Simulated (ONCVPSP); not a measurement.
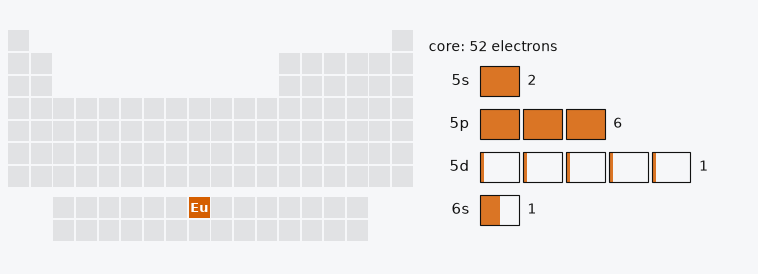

**Figure 1.** Left, the place of europium in the periodic table; right, the valence shells of the reference configuration: a box for each of the 2l + 1 orbitals, shaded by the share of the shell that is filled, with the electron count at the right.

**Eu: pseudopotential generation**

System: europium (Eu, Z = 63), core [Kr] 4d10 4f6, reference valence 5s2 5p6 5d1 6s1 (an ion of charge +1), valence charge 11.
Method: ONCV potential, PBE, scalar-relativistic, made with ONCVPSP 4.0.1.

### Input
```
# ATOM AND REFERENCE CONFIGURATION
# atsym  z   nc   nv     iexc    psfile
  Eu 63.00   10    4        4      upf
#
#   n    l    f
    1    0    2.00
    2    0    2.00
    2    1    6.00
    3    0    2.00
    3    1    6.00
    3    2   10.00
    4    0    2.00
    4    1    6.00
    4    2   10.00
    4    3    6.00
    5    0    2.00
    5    1    6.00
    5    2    1.00
    6    0    1.00
#
# PSEUDOPOTENTIAL AND OPTIMIZATION
# lmax
    2
#
#   l,   rc,      ep,       ncon, nbas, qcut
    0    1.75    0.00    4    7    7.50
    1    1.65    0.00    4    8    5.20
    2    2.60    0.00    4    7    3.30
#
# LOCAL POTENTIAL
# lloc, lpopt,  rc(5),   dvloc0
    4    2    1.10    0.00
#
# VANDERBILT-KLEINMAN-BYLANDER PROJECTORs
# l, nproj, debl
    0    2    0.90
    1    1    1.30
    2    2    3.20
#
# MODEL CORE CHARGE
# icmod, fcfact, rcfact
    3    5.75    1.25
#
# LOG DERIVATIVE ANALYSIS
# epsh1, epsh2, depsh
   -4.00    5.00    0.02
#
# OUTPUT GRID
# rlmax, drl
    6.00    0.01
#
# TEST CONFIGURATIONS
# ncnf
    4
# nvcnf
#   n    l    f
    4
    5    0    2.00
    5    1    6.00
    5    2    1.00
    6    0    2.00
#
    4
    5    0    2.00
    5    1    6.00
    5    2    1.00
    6    0    0.00
#
    4
    5    0    2.00
    5    1    6.00
    5    2    0.00
    6    0    0.00
#
    5
    5    0    2.00
    5    1    6.00
    5    2    1.00
    6    0    0.00
    6    1    1.00
#
```

Hardware: 1 CPU thread, shared host.

Command:
```bash
oncvpsp.x < Eu.dat > Eu.out
```

### The program's output (extracts)
```
ONCVPSP  (Optimized Norm-Conservinng Vanderbilt PSeudopotential)
scalar-relativistic version 4.0.1

#   n    l    f        energy (Ha)
    1    0    2.00    -1.7780795E+03
    2    0    2.00    -2.9238485E+02
    2    1    6.00    -2.6053573E+02
    3    0    2.00    -6.4744424E+01
    3    1    6.00    -5.4834734E+01
    3    2   10.00    -4.1591810E+01
    4    0    2.00    -1.3246314E+01
    4    1    6.00    -9.9817277E+00
    4    2   10.00    -5.4335222E+00
    4    3    6.00    -5.3774882E-01
    5    0    2.00    -2.0027894E+00
    5    1    6.00    -1.2090988E+00
    5    2    1.00    -3.1091618E-01
    6    0    1.00    -3.3615812E-01

Reference configufation results
  iterations    28
  all-electron total energy (Ha)   -1.08436977D+04

Begin loop to  construct optimized pseudo wave functions
and semi-local pseudopoentials for all angular momenta

Calculating optimized projector #   1

 for l=   0

    Fraction of norm inside rc  0.821307
    Optimizing pswf for qcut=   7.50 a_B^-1,  ecut=  28.16 Ha
    Residual kinetic energy error=  4.37D-07 Ha
 ERROR pspot:  first pseudo wave function has node,          program will stop
 ERROR pspot: try changing psp parameters for this l
```

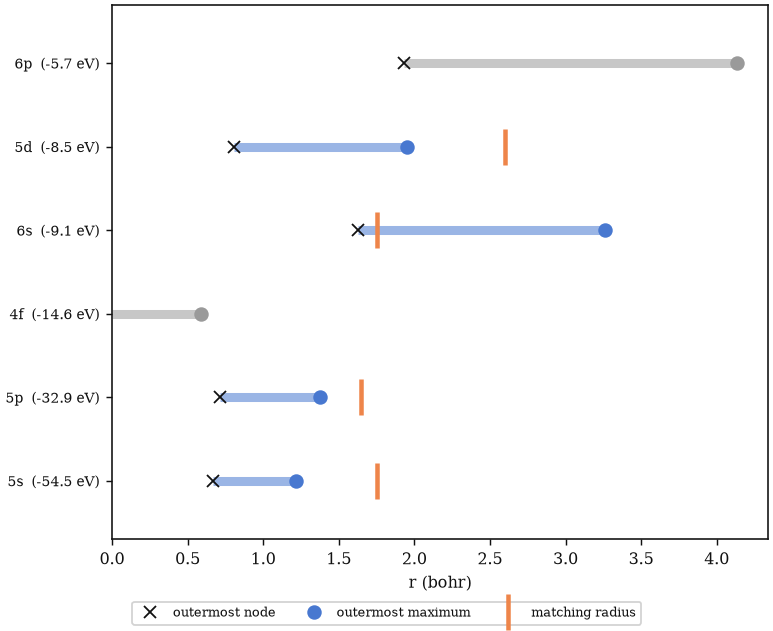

**Figure 2.** Outer shells of the all-electron reference atom: each bar runs from the outermost node (or the nucleus) to the outermost maximum of u(r); the tick is the radius chosen for the pseudo-wave. Shells without a tick have no pseudo-wave of their own. Levels, nodes and maxima are from ld1.x, scalar-relativistic.

- Radii against the shells: 5s: 1.75 bohr, outside the maximum; 5p: 1.65 bohr, outside the maximum; 6s: 1.75 bohr, between node and maximum; 5d: 2.60 bohr, outside the maximum.

### Outcome

```tsv
quantity	value
outcome	ended with an error
```

### What went wrong

The generator stopped with the message “ERROR pspot: first pseudo wave function has node, program will stop”. In words: the optimised pseudo-wave of the first projector has a node, so the radial equation cannot be inverted for a potential. The open f shell is frozen into the core, so the potential fits one valence alone and carries no f magnetism. It was at work on the s channel when it stopped.
